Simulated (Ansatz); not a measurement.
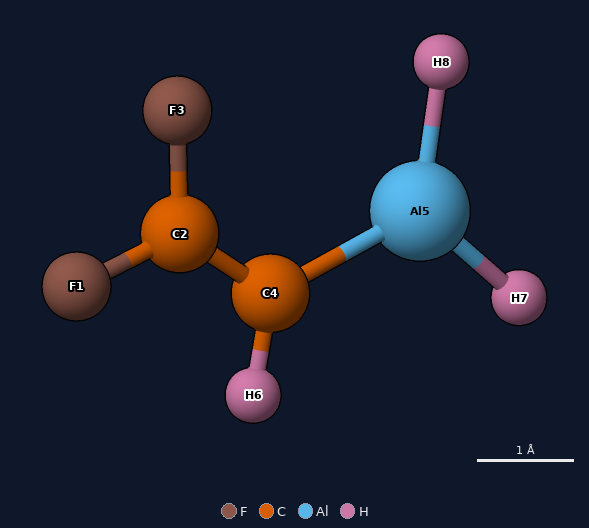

**Figure 1.** The input geometry of run 1 (ball-and-stick view, seen at an oblique angle; atoms are numbered from 1 in the order of the input). Sticks mark near contacts.

# What a change does: single-point calculation on C2H3AlF2

System: C2H3AlF2, SMILES FC(F)=[CH][AlH2].
Method of run 1: RKS SPW92 (LDA)/def2-TZVPP (Ansatz 0.2.0).

The geometry comes from this level: PBE0-D4/def2-TZVP. Text and figures count atoms from 1; the logs count them from 0 in places.

### Input, run 1
```yaml
crystal:
  periodic: [false, false, false]
  atoms:
    - {symbol: F, position_ang: [1.337697, -0.238157, 2.225363]}
    - {symbol: C, position_ang: [0.666568, -0.429616, 1.110776]}
    - {symbol: F, position_ang: [0.523735, -1.724198, 0.934507]}
    - {symbol: C, position_ang: [0.211116, 0.513581, 0.302290]}
    - {symbol: Al, position_ang: [-0.768827, 0.176592, -1.322996]}
    - {symbol: H, position_ang: [0.442092, 1.519233, 0.640545]}
    - {symbol: H, position_ang: [-1.240482, 1.431461, -2.166965]}
    - {symbol: H, position_ang: [-1.079799, -1.305996, -1.779321]}
basis:
  gaussian: {orbitals: def2-TZVPP}
hamiltonian: {xc: lda}
output: {orbitals: {seedname: orbitals}}
```

Command:
```bash
ansatz run in.yaml --threads 2 --pin off --events-out ev --progress --plain --max-ram 4352MiB
```

Hardware: 2 threads of Arm Neoverse V1, 23 GiB of memory available, shared host.

### Output (run 1)
```
Functional definition: SPW92
  exchange = slater_x
  correlation = pw_c
1118 factors; their error is unknown
mean field evaluation 1: about -14062.6583 eV, gradient 6.9e1 eV
mean field evaluation 2: about -14043.0999 eV, gradient 9.6e1 eV
mean field evaluation 4: about -14072.9476 eV, gradient 1.2e1 eV
mean field evaluation 8: about -14073.2214 eV, gradient 7.6e-2 eV
mean field evaluation 16: about -14073.2072 eV, gradient 4.6e-5 eV
mean field -14073.20723910 eV, -517.1808268746 hartree, gradient 4.6e-5 eV, S^2 0.000000; 0 other end points of the search recorded, 0 dependent functions left out
reference -14073.20727699 eV, -517.1808282667 hartree; 23, 23 occupied and 185, 185 virtual orbitals, 1118 factors
Total energy: -14073.20727699 eV, -517.1808282667 hartree
```

Run 2 used a changed input.

### The two runs side by side

```csv
quantity,run 1,run 2
outcome,converged,converged
total energy (hartree),−517.180828,−519.312232
HOMO (eV),−6.95,−10.67
LUMO (eV),−2.77,1.03
basis functions,208,208
wall time (shared host),1.7 s,1.9 min
```

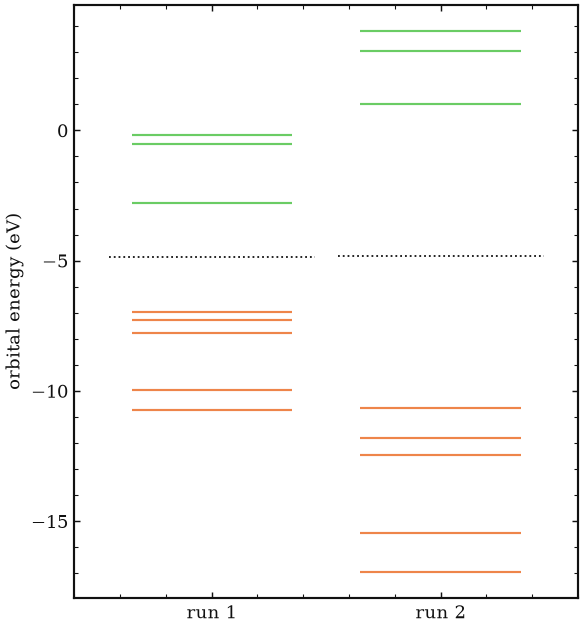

**Figure 2.** The five highest filled and three lowest empty orbital energies of the two runs; the dotted lines part filled from empty levels. The HOMO–LUMO gap is 4.18 eV in run 1 and 11.70 eV in run 2.

What was changed in the input?

The change (lines with − go, lines with + come):
```diff
-hamiltonian: {xc: lda}
+correlation: {method: ccsd_t}
```

The total energies belong to different methods, so their difference says nothing on which is more stable or more accurate. The HOMO goes from −6.95 to −10.67 eV. The LUMO goes from −2.77 to 1.03 eV.

### Output (run 2)
```
Functional definition: HF
  exchange = exact_x
  correlation = 0
1299 factors; integrals over basis functions are off by at most 1.3e-3 eV
mean field evaluation 1: about -14101.9427 eV, gradient 3.9e1 eV
mean field evaluation 2: about -14102.1367 eV, gradient 3.9e1 eV
mean field evaluation 4: about -14105.4890 eV, gradient 3.5e0 eV
mean field evaluation 8: about -14105.5526 eV, gradient 3.5e-1 eV
mean field evaluation 16: about -14104.4843 eV, gradient 2.1e1 eV
mean field -14105.55354291 eV, -518.3695316143 hartree, gradient 9.9e-6 eV, S^2 0.000000; 0 other end points of the search recorded, 0 dependent functions left out
9 core orbitals not correlated: weight in the atoms' cores, before any rotation towards them, 1.000 or more for the frozen orbitals, at most 0.000 for the correlated occupied ones
reference -14105.55354291 eV, -518.3695316143 hartree; 14, 14 occupied and 185, 185 virtual orbitals, 1299 factors
second order -24.06803915 eV of doubles, -0.00000000 eV of singles
cycle   1  -24.05104402 eV  change    1.7e-2 eV  update   1.1e-1
cycle   2  -24.62553092 eV  change   -5.7e-1 eV  update   3.4e-2
cycle   3  -24.76536463 eV  change   -1.4e-1 eV  update   1.7e-2
cycle   4  -24.75076825 eV  change    1.5e-2 eV  update   3.8e-3
cycle   5  -24.74815544 eV  change    2.6e-3 eV  update   1.6e-3
cycle   6  -24.74926820 eV  change   -1.1e-3 eV  update   4.6e-4
cycle   7  -24.74919980 eV  change    6.8e-5 eV  update   1.3e-4
cycle   8  -24.74909385 eV  change    1.1e-4 eV  update   5.6e-5
cycle   9  -24.74908726 eV  change    6.6e-6 eV  update   2.1e-5
perturbative correction -0.90308930 eV, -0.0331879196 hartree
Total energy: -14131.20571946 eV, -519.3122317151 hartree
```
